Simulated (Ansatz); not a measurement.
# BaLiCl3 (built on the sites of a database entry of BaLiF3): phonons and vibrational spectra, part 2 of 2

Aim: the phonons of BaLiCl3 (built on the sites of a database entry of BaLiF3) at a cell relaxed beforehand at this level. After the zone centre comes a 2×2×2 q mesh on a 4×4×4 k mesh.

Ansatz 0.2.0; DFT PBEsol, scalar-relativistic, plane waves, PAW.

So far. Step 2 (Linear response at the zone centre): Before it was imposed, the acoustic sum rule was missed by 2.1e-4 eV/Å² and the charge sum rule by 3.6e-4 e. Small misses are needed for a sound result but don't prove that mesh and cutoff are converged. The lowest optical mode is real, 38.6 cm⁻¹.

The structure was built from a prototype and need not be the compound's stable phase.

## Step 3: The dispersion

Stability and thermal properties need the whole zone. Linear response on a 2×2×2 q mesh gives force constants as far as a supercell of that size would, and the tensors from the zone-centre run are typed in so that the long-range dipole term is interpolated apart.

Input file input.yaml:

```yaml
crystal:
  lattice:
    - [4.7920317519, 0.0, 0.0]
    - [0.0, 4.7920317519, 0.0]
    - [0.0, 0.0, 4.7920317519]
  atoms:
    - { symbol: Ba, position: [0.0, 0.0, 0.0] }
    - { symbol: Li, position: [0.5, 0.5, 0.5] }
    - { symbol: Cl, position: [0.0, 0.5, 0.5] }
    - { symbol: Cl, position: [0.5, 0.5, 0.0] }
    - { symbol: Cl, position: [0.5, 0.0, 0.5] }
kpoints:
  mp_grid: { grid: [4, 4, 4] }
hamiltonian:
  xc: pbesol
scf:
  occupations: { method: fixed }
output:
  eigenvalues: true
phonons:
  method: dfpt
  qmesh: [2, 2, 2]
  temperatures: { t_max: 1000, t_step: 50 }
  qpath:
    path:
      - [[0.0, 0.0, 0.0], [0.0, 0.5, 0.0], [0.5, 0.5, 0.0], [0.0, 0.0, 0.0], [0.5, 0.5, 0.5], [0.0, 0.5, 0.0]]
      - [[0.5, 0.5, 0.5], [0.5, 0.5, 0.0]]
    npoints: 10
  non_analytic_term:
    high_frequency_dielectric_tensor: [[3.5537, 0.0, 0.0], [0.0, 3.5537, 0.0], [0.0, 0.0, 3.5537]]
    born_effective_charges:
      - { species: Ba, tensor: [[2.9146, 0.0, 0.0], [0.0, 2.9146, 0.0], [0.0, 0.0, 2.9146]] }
      - { species: Li, tensor: [[1.1162, 0.0, 0.0], [0.0, 1.1162, 0.0], [0.0, 0.0, 1.1162]] }
      - { species: Cl, tensor: [[-1.2287, 0.0, 0.0], [0.0, -1.401, 0.0], [0.0, 0.0, -1.401]] }
      - { species: Cl, tensor: [[-1.401, 0.0, 0.0], [0.0, -1.401, 0.0], [0.0, 0.0, -1.2287]] }
      - { species: Cl, tensor: [[-1.401, 0.0, 0.0], [0.0, -1.2287, 0.0], [0.0, 0.0, -1.401]] }
    source: "zone-centre run at this cell"
```

The run is started by

```bash
> ansatz run input.yaml --threads 4 --pin off --max-ram 7168MiB --backend cpu --events-out ev --progress --plain --runs-dir out
```

Numbers of over 12 decimals in the logs are rounded to 6 here.

What it wrote:

```text
[...]
Crystal: 5 atoms, lattice volume = 110.042 Å³
Basis set: ecut = 420 eV, 2109 PW (Γ), exchange–correlation on 72×72×72 points (8 copies of the dense FFT grid, shifted against one another)
Bands: 22, of which v1, the nominal top of the filled ones, is band 17 counted from 1 (16 counted from 0)
Symmetry: 48 space group operations
k-points: 10 of 64
[...]
SCF iter   1: F=—  HF=-9259.192795 eV  |F-HF|=—  |Δ(HF+E_count)|=         —  Δρ=4.02e-3  dr2=2.48e-2  ethr=1.77e-3  ⟨swp⟩=5.5  Hψ=1004  notcnv=0  defer=24
[...]
SCF iter  10: F=-9259.183675 eV  HF=-9259.183675 eV  |F-HF|=0.00e0  |Δ(HF+E_count)|=  3.64e-12  Δρ=6.95e-9  dr2=5.59e-14  ethr=1.00e-12  ⟨swp⟩=12.8  Hψ=1665  notcnv=0
SCF 1 converged in 10 iterations: F = -9259.183675 eV  dr2 = 5.59e-14
[...]
NSCF: frozen V_eff on 10 k-points
[...]
DFPT response loops at q = (0, 0, 0) (fractional): preconditioner auto → none (the input reference at scf.mixing.eps_inf says where Resta's filter doesn't serve); β = 0.50; Broyden in place of MSR1
[...]
SCF converged after 10 iterations
Free energy (F): -9259.183675 eV
[...]
Internal energy: -9259.183675 eV  (E = F + TS)
E sigma→0 (E₀):  -9259.183675 eV
Fermi energy:    4.670161 eV
[...]
--- Band table (eV; the first three rows and the last of 10) ---
  k-point 0: bands = [... 13 lower, 3.6953, 4.6161, 4.6161, 4.6161, 8.8193, 8.8193, 9.8180, 10.0821, ... 1 higher]
  k-point 1: bands = [... 13 lower, 3.5174, 4.0134, 4.4006, 4.4006, 9.4799, 9.6583, 10.2668, 10.8277, ... 1 higher]
  k-point 2: bands = [... 13 lower, 3.3970, 3.3970, 4.1657, 4.1657, 10.5022, 10.5043, 10.6459, 11.9833, ... 1 higher]
  k-point 9: bands = [... 13 lower, 4.5570, 4.6702, 4.6702, 4.6702, 10.1520, 10.1520, 10.1520, 11.1508, ... 1 higher]
--- Phonons (Γ-DFPT): 4 representative perturbations + reference (Σ response iterations 12) ---
  ASR residual: 2.163e-4 → 0.000e0 eV/Å²; symmetrization residual: 1.279e-6 eV/Å²
  ASR residual per site (eV/Å²): 2.22e-6 2.16e-4 6.53e-5 6.53e-5 6.53e-5
[...]
--- Phonons (arbitrary-q DFPT): 4 irreducible q on the 2×2×2 mesh ---
  q = [0.0000, 0.0000, 0.0000] (star 1, of the zone-centre solve; hermiticity 4.61e-7, symmetrization 1.05e-12): -0.00 -0.00 -0.00 38.65 38.65 38.65 91.04 91.04 91.04 183.35 183.35 183.35 339.68 339.68 339.68
  q = [0.0000, 0.0000, -0.5000] (star 3, 9 solved perturbations in 216 linear systems a pass and spin channel, the states on 27 of 64 k-point pairs; hermiticity 4.24e-7, symmetrization 3.78e-13): 29.56 29.56 71.69 71.69 96.50 108.81 109.62 109.62 154.85 176.92 176.92 225.70 340.16 340.16 362.78
[...]
sum rule: each row above includes the acoustic sum rule's correction from the zone centre's row sums; it moved no ω² by more than (2.91 cm⁻¹)²
  mesh force constants: q→R imaginary residual 6.22e-18; ASR residual 2.163e-4 → 0.000e0 eV/Å²; symmetrization residual 5.329e-15 eV/Å²
  interpolated dispersion: 63 rows × 15 modes
  density of states and harmonic sums: on the 14×14×14 q-mesh, interpolated from the force constants of a 2×2×2 supercell (with the dipole–dipole term of supplied tensors)
  largest difference from the sums on the solved wave vectors: F 1.18e-1 eV, S 1.55e-4 and C_V 4.17e-5 eV/K
  zero-point energy: 0.147061 eV/cell   skipped modes (ω ≤ 0): 93, of them read as no rigid motion or as one in doubt: 90 (6.888e-1 modes/cell left out, lowest -81.95 cm⁻¹)   left out of the sums: 4.60e-2 of the cell's modes: C_V's classical limit lies that fraction below 3 k_B per atom; for a crystal, a wire or a layer, F and S can be off by more, and a phonons.interpolated_qmesh denser along its periods is the remedy for the sampling
```

Wall time 42 s (4 threads of Arm Neoverse V2, shared host); peak memory 0.61 GiB.

Numbers from this step:

| Property | Result |
| --- | --- |
| sum-rule residual before enforcement | 2.16e-4 eV/Å² |
| lowest frequency on the path | -81.95 cm⁻¹ |
| highest frequency on the path or at a solved wavevector | 381.3 cm⁻¹ |
| lowest mode on the q mesh (acoustic modes at Γ apart) | -81.95 cm⁻¹ |

Frequencies (cm⁻¹) solved at each irreducible wavevector; negative means imaginary. Frequencies by wavevector, by row:

```tsv
q in reciprocal lattice units	star	mode 1	mode 2	mode 3	mode 4	mode 13	mode 14	mode 15
0 0 0	1	0	0	0	38.6	339.7	339.7	339.7
0 0 -0.5	3	29.6	29.6	71.7	71.7	340.2	340.2	362.8
0 -0.5 -0.5	3	-73.1	31.6	53.5	53.5	340.8	363.1	363.1
-0.5 -0.5 -0.5	1	-82	-82	-82	43.2	368.4	368.4	368.4
```

Interpolated from a 2×2×2 q mesh, with the LO-TO term (at Γ the limit along the path; where Γ stands inside the path, tables give the limit on arrival). The phonon branches at the labelled points (cm⁻¹):

```tsv
point	branch 1	branch 2	branch 3	branch 4	branch 12	branch 13	branch 14	branch 15
Γ	0	0	0	39	203	340	340	381
X	30	30	72	72	226	340	340	363
M	-73	32	54	54	247	341	363	363
Γ	0	0	0	39	203	340	340	381
R	-82	-82	-82	43	266	368	368	368
X	30	30	72	72	226	340	340	363
jump to R	-82	-82	-82	43	266	368	368	368
M	-73	32	54	54	247	341	363	363
```

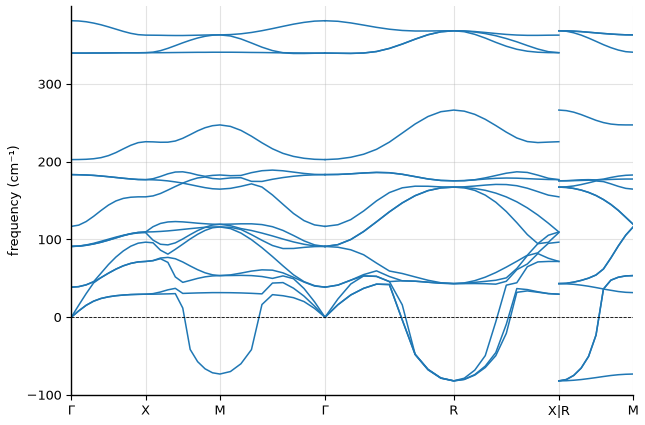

Phonon branches along the path.

The phonon density of states has structure finer than the step of the table below, so its rows give means over 25 cm⁻¹, whole bins alone (the curve runs from -82.5 to 382 cm⁻¹). Peaks (cm⁻¹: height): 32.5: 0.126, 47.5: 0.0958, 177.5: 0.157, 222.5: 0.0310, 342.5: 0.168, 367.5: 0.103.

Tetrahedra on a 14×14×14 mesh, mean over bins of 5 cm-1. Interpolated from a 2×2×2 q mesh. The phonon density of states by wavenumber; means over each step:

```tsv
wavenumber (cm⁻¹)	phonon density of states (1/cm⁻¹/cell)
-50	0.0107
-25	0.00633
0	0.00579
25	0.0466
50	0.0845
75	0.0574
100	0.0418
125	0.0382
150	0.0340
175	0.0966
200	0.0156
225	0.0234
250	0.0114
275	2.8e-4
300	0
325	0.00404
350	0.0774
```

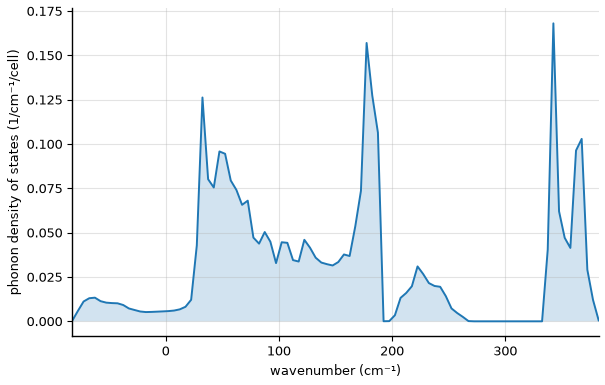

Phonon density of states, plotted against wavenumber.

The partial phonon density of states has structure finer than the step of the table below, so its rows give means over 25 cm⁻¹, whole bins alone (the curve runs from -89.1 to 402 cm⁻¹). Peaks (cm⁻¹: height): Ba 34.4: 0.0875; Cl -64.4: 0.0167, 56.0: 0.0469, 89.9: 0.048, 179.4: 0.127, 225.7: 0.0262, 339.9: 0.0198; Li 179.4: 0.0120, 343.0: 0.0968, 364.6: 0.0942.

Phonopy on the run's constants, 11x11x11 mesh, Gaussian sigma 3.5 cm-1. Interpolated from a 2×2×2 q mesh. Partial phonon density of states against wavenumber; means over each step; values in 1/cm⁻¹/cell:

```tsv
wavenumber (cm⁻¹)	Ba	Cl	Li
-75	1.1e-5	0.00830	0
-50	6.5e-5	0.00872	0
-25	4.1e-4	0.0111	4.8e-6
0	2.6e-4	0.00305	4.9e-6
25	0.0379	0.00453	8.7e-5
50	0.0559	0.0305	5.0e-4
75	0.0184	0.0369	6.1e-4
100	0.00334	0.0389	3.8e-4
125	0.00155	0.0363	7.5e-4
150	0.00103	0.0322	0.00103
175	5.4e-4	0.0868	0.00715
200	1.9e-4	0.0168	0.00125
225	6.9e-5	0.0213	0.00154
250	1.0e-7	0.0108	6.2e-4
275	0	4.0e-4	8.9e-6
300	0	0	0
325	2.1e-6	0.00149	0.00635
350	1.4e-4	0.00898	0.0649
375	2.3e-4	0.00309	0.0348
```

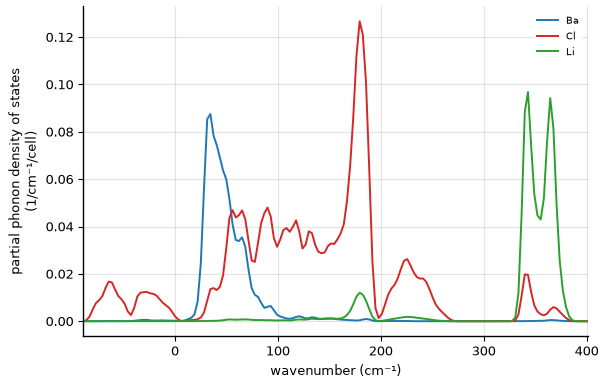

Partial phonon density of states, plotted against wavenumber.

Symmetry leaves 4 wavevectors to solve. The lowest mode among them, the acoustic zeros apart, lies at q = (-0.5, -0.5, -0.5) and is imaginary, 82.0i cm⁻¹, so the energy falls along it.

## Step 4: Isotope substitution, element Ba, natural mass 137.327 amu

An isotope changes the mass and not the force constants, so no new electronic calculation is needed; the shifts show which modes move this element.

The same force constants with the mass of Ba changed from 137.327 to 133.905 u (phonopy, no LO-TO term). Both lists are sorted by frequency; levels can cross, so a row need not hold one and the same mode. Modes under 3 cm⁻¹ are left out. Isotope shifts, by row, the first 40 of 57 rows:

```tsv
q	rank	natural mass (cm⁻¹)	changed mass (cm⁻¹)
0 0 0	4	38.65	38.87
0 0 0	5	38.65	38.87
0 0 0	6	38.65	38.87
0 0 0	7	91.04	91.04
0 0 0	8	91.04	91.04
0 0 0	9	91.04	91.04
0 0 0	10	183.3	183.3
0 0 0	11	183.3	183.3
0 0 0	12	183.3	183.3
0 0 0	13	339.7	339.7
0 0 0	14	339.7	339.7
0 0 0	15	339.7	339.7
0 0 -0.5	1	29.56	29.93
0 0 -0.5	2	29.56	29.93
0 0 -0.5	3	71.69	71.69
0 0 -0.5	4	71.69	71.69
0 0 -0.5	5	96.5	97.7
0 0 -0.5	6	108.8	108.8
0 0 -0.5	7	109.6	109.6
0 0 -0.5	8	109.6	109.6
0 0 -0.5	9	154.8	154.8
0 0 -0.5	10	176.9	176.9
0 0 -0.5	11	176.9	176.9
0 0 -0.5	12	225.7	225.8
0 0 -0.5	13	340.2	340.2
0 0 -0.5	14	340.2	340.2
0 0 -0.5	15	362.8	362.8
0 -0.5 -0.5	1	-73.12	-73.12
0 -0.5 -0.5	2	31.63	32.03
0 -0.5 -0.5	3	53.55	54.17
0 -0.5 -0.5	4	53.55	54.17
0 -0.5 -0.5	5	116.1	116.1
0 -0.5 -0.5	6	116.1	116.1
0 -0.5 -0.5	7	119.5	119.6
0 -0.5 -0.5	8	119.5	119.6
0 -0.5 -0.5	9	164.7	164.7
0 -0.5 -0.5	10	177.7	177.7
0 -0.5 -0.5	11	182.9	182.9
0 -0.5 -0.5	12	247.2	247.2
0 -0.5 -0.5	13	340.8	340.8
```

A mode of this element alone would shift by +1.27 %. The highest zone-centre frequency without the field goes from 339.7 to 339.7 cm⁻¹ (+0.0 %). The product of the frequency ratios over all optical modes at Γ is 1.017; the product rule, (m/m′)^(3k/2) (M′/M)^(3/2) with k = 1 such atoms and M the mass of the cell, gives 1.017.

## Step 5: Another isotope, element Cl, natural mass 35.45 amu

The same for Cl, from 35.45 to 36.97 u.

A mode of this element alone would shift by -2.07 %. The highest zone-centre frequency without the field goes from 339.7 to 338.1 cm⁻¹ (-0.5 %). The product of the frequency ratios over all optical modes at Γ is 0.851; the product rule, (m/m′)^(3k/2) (M′/M)^(3/2) with k = 3 such atoms and M the mass of the cell, gives 0.851.

## Step 6: Another isotope, element Li, natural mass 6.94 amu

The same for Li, from 6.94 to 6.02 u.

A mode of this element alone would shift by +7.41 %. The highest zone-centre frequency without the field goes from 339.7 to 359.3 cm⁻¹ (+5.8 %). The product of the frequency ratios over all optical modes at Γ is 1.233; the product rule, (m/m′)^(3k/2) (M′/M)^(3/2) with k = 1 such atoms and M the mass of the cell, gives 1.232.

## Step 7: Summary of results

| Property | Result |
| --- | --- |
| space group (within 0.01 Å) | Pm-3m |
| volume per atom | 22.0 Å³ |
| gap on the k-mesh | 4.15 eV |
| highest optical mode at the zone centre (no LO-TO term) | 340 cm⁻¹ |
| top of the zone-centre spectrum with the field | 381 cm⁻¹ |
| lowest optical zone-centre mode | 38.6 cm⁻¹ |
| mean high-frequency dielectric constant | 3.55 |
| mean static dielectric constant | 50.0 |
| largest Born charge (third of the trace) | 2.91 e |
| lowest mode on the q mesh (acoustic modes at Γ apart) | -82.0 cm⁻¹ |
| highest frequency on the path or at a solved wavevector | 381 cm⁻¹ |
| imaginary modes on the 2×2×2 q mesh | yes |

In words: Modes are clearly imaginary (beyond 10i cm⁻¹) at 2 of the 4 irreducible wavevectors, most at q = (-0.5, -0.5, -0.5) (82.0i cm⁻¹), so this structure is not a minimum of the energy. Without the field, the optical modes at Γ span 39 to 340 cm⁻¹. The highest mode in this list at Γ, 339.7 cm⁻¹, is mostly motion of Li (77 % of the kinetic energy). With the macroscopic field of the longitudinal modes the top of the zone-centre spectrum lies at 381 cm⁻¹, against 340 cm⁻¹ without it. Lattice motion raises the mean dielectric constant from 3.554 to 50.04. The strongest infrared line is at 340 cm⁻¹. No mode is Raman active to first order. Spin-orbit coupling is left out, which can matter for the heavy elements here. The starting cell was built on a prototype and not taken from a measurement, so the phase need not exist. These are harmonic frequencies at zero temperature: anharmonic shifts, linewidths and thermal expansion are left out.

[Logs are printed without paths, hosts, clocks, repeated set-up lines and the standing remarks that a program may print on its own settings, such as how far it seeks lower states.]

[Hosts, paths, dates, database ids (printed as entryN), source tags and the programs' standing remarks are cut or masked in the printed files.]
